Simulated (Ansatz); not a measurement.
**What do other settings change for Y(10-11)/Al(100) interface (88 atoms)?**

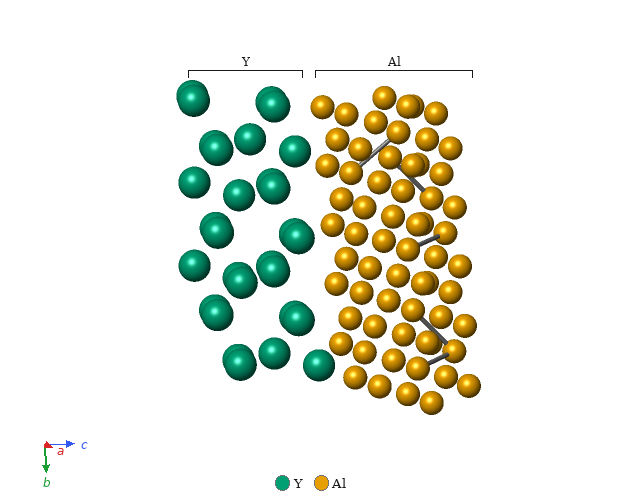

The cell (yttrium teal, aluminium orange). Bonds to atoms that aren't drawn are left out. Some periodic images of atoms are drawn too.

The cell holds 88 atoms: 28 Y and 60 Al. Its edges and angles: a = 12.947 Å, b = 14.332 Å, c = 22.313 Å, α = 90.0°, β = 90.0°, γ = 63.1°. It derives from Y and Al. Hcp Y(10-11), 2 repeat layers, 7 surface cells, strained -1.07 and -0.09 %; fcc Al(100), 3 layers, 20 cells, +1.09 and +0.09 %; outer planes 3.04 Å apart, 12 Å of vacuum above; not relaxed, displaced by a Gaussian of 0.02 Å. Regions: Y, 28 atoms (28 Y); Al, 60 atoms (60 Al). Vacuum lies along c.

Geometry: as built.

Reference run: Kohn-Sham DFT, PBE, PAW (set soft_2), plane waves (Ansatz 0.2.0), cutoff 420 eV, k-mesh 2×2×1, fermi-dirac smearing of 0.1 eV.

* r.m.s. force component: 0.2213 eV/Å
* spacing of highest filled and lowest empty level: 0.0057 eV
* SCF cycles: 10
* time: 4.4 min on 8 threads of Arm Neoverse N1, shared host

Q: Estimate how much each variant changes the results, and its time and memory.
- support functions medium
- support functions low
- support functions high
- support functions medium, radius 4.2 Å
- support functions medium, radius 4.54 Å
- support functions medium, radius 4.84 Å
- support functions medium, radius 5.19 Å
- support functions medium, radius 5.84 Å

Differences are against the plane-wave reference (Kohn-Sham DFT, PBE, PAW (set soft_2), plane waves), whose r.m.s. force component is 0.221 eV/Å. Energies are set beside the reference only for runs with its functional, potentials and electron count. Times are for 8 threads of Arm Neoverse N1, shared host. The reference's time includes the DOS, ELF and grids, which some other runs skip.

```
                                    run  Δ force, r.m.s. (meV/Å)  share of r.m.s. force (%)  Δ energy (meV/atom)  cycles     time  host memory (GiB)
                              reference                        -                          -                    -      10  4.4 min                 13
               support functions medium                    0.327                      0.148               -0.540      25  4.3 min                4.9
                  support functions low                    0.335                      0.151               -0.540      22  4.1 min                4.8
                 support functions high                    0.311                      0.141               -0.383      35   15 min                7.3
 support functions medium, radius 4.2 Å                    0.489                      0.221               -0.535      19    3 min                4.6
support functions medium, radius 4.54 Å                    0.348                      0.158               -0.540      24  4.5 min                4.9
support functions medium, radius 4.84 Å                    0.338                      0.153               -0.542      25  5.3 min                5.2
support functions medium, radius 5.19 Å                    0.327                      0.148               -0.542      24  6.3 min                5.5
support functions medium, radius 5.84 Å                    0.304                      0.138               -0.543      30   12 min                6.6
```

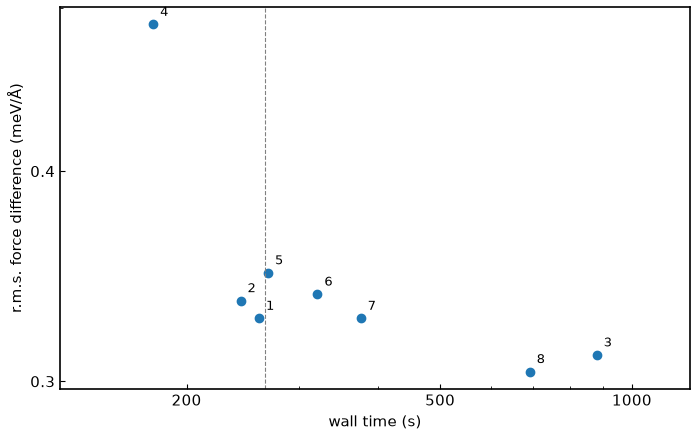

Force difference from the reference against wall time; the dashed line marks the reference's time. Points: 1 support functions medium; 2 support functions low; 3 support functions high; 4 support functions medium, radius 4.2 Å; 5 support functions medium, radius 4.54 Å; 6 support functions medium, radius 4.84 Å; 7 support functions medium, radius 5.19 Å; 8 support functions medium, radius 5.84 Å.

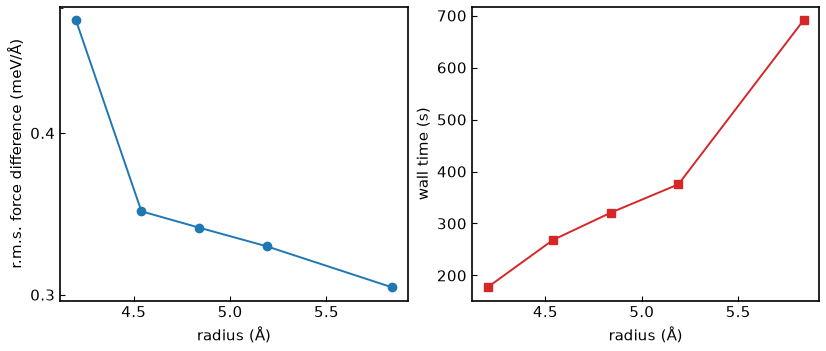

Force difference and time against the radius.

Among numerical settings the force difference runs from 0.30 meV/Å (support functions medium, radius 5.84 Å) to 0.49 meV/Å (support functions medium, radius 4.2 Å). Differences between support functions and plane waves include what basis error the plane-wave run still has. As the radius goes from 4.2 to 5.84 Å, the force difference goes from 0.49 to 0.30 meV/Å, and the time from 3 min to 12 min. The slab bears a dipole and has periodic images along its normal, so a spurious field crosses the vacuum.

[Logs are printed without paths, hosts, clocks, repeated set-up lines and the standing remarks that a program may print on its own settings, such as how far it seeks lower states.]

[Hosts, paths, dates, database ids (printed as entryN), source tags and the programs' standing remarks are cut or masked in the printed files.]
